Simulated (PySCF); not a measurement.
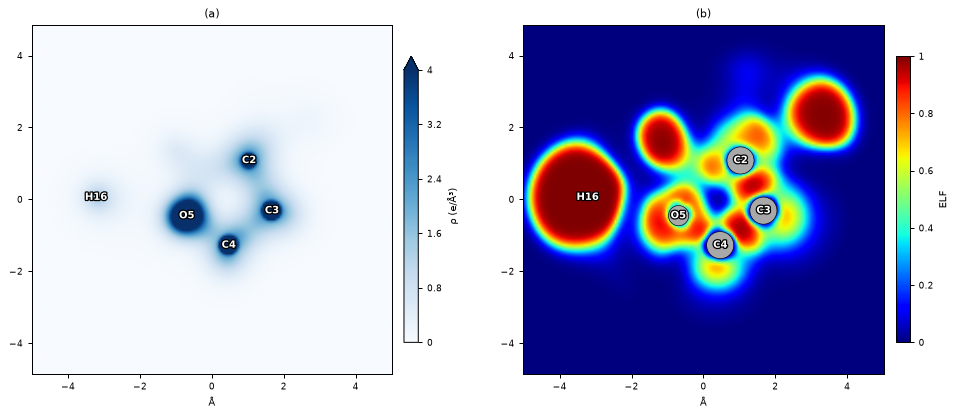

Figure 1: C4H12AlBO (SMILES B[C@H]1CC[O+]([AlH3-])C1). (a) total electron density; (b) ELF on the plane of atoms C3, C4 and O5. Grey discs cover the atomic cores in the ELF map.

Geometry: GFN2-xTB.

Method: PBE0/pcSseg-1, SCF density, gas phase, non-relativistic (PySCF 2.14.0).

Input

```
{"job": {"kind": "nmr", "xc": "PBE0", "basis": "pcSseg-1"}, "charge": 0, "multiplicity": 1}
B     -2.341149     0.714742     1.090099
C     -1.050522     0.076653     0.473243
C     -1.116981    -0.550277    -0.937095
C      0.309461    -0.377687    -1.487558
O      1.085749     0.128755    -0.413753
Al     2.550993    -0.548786     0.514752
C      0.219755     0.921379     0.378279
H     -3.389441     0.297076     0.793582
H     -2.242483     1.575994     1.870853
H     -0.807011    -0.737029     1.177014
H     -1.408642    -1.597233    -0.892838
H     -1.833696    -0.024348    -1.566442
H      0.330717     0.343401    -2.313675
H      0.774478    -1.308787    -1.812343
H      3.070547    -1.472220    -0.651033
H      3.262584     0.827525     0.802378
H      1.825055    -1.229727     1.750973
H      0.713743     1.089363     1.336772
H      0.037038     1.880455    -0.120670
```

Run with:

```sh
OMP_NUM_THREADS=1 python probes_run.py task.json out
```

**What does the map show?**

The plane passes through C, O and H nuclei.
C–O (1.42 Å): the density is about 2 e/Å³ at the midpoint, with its minimum of 1.7 e/Å³ about 0.5 Å from C; the ELF peaks at about 0.90 between the atoms (a polar covalent bond).
C–C (1.54 Å): ρ at the midpoint is about 1.6 e/Å³; the ELF peaks at about 0.95 between the atoms (a covalent bond).
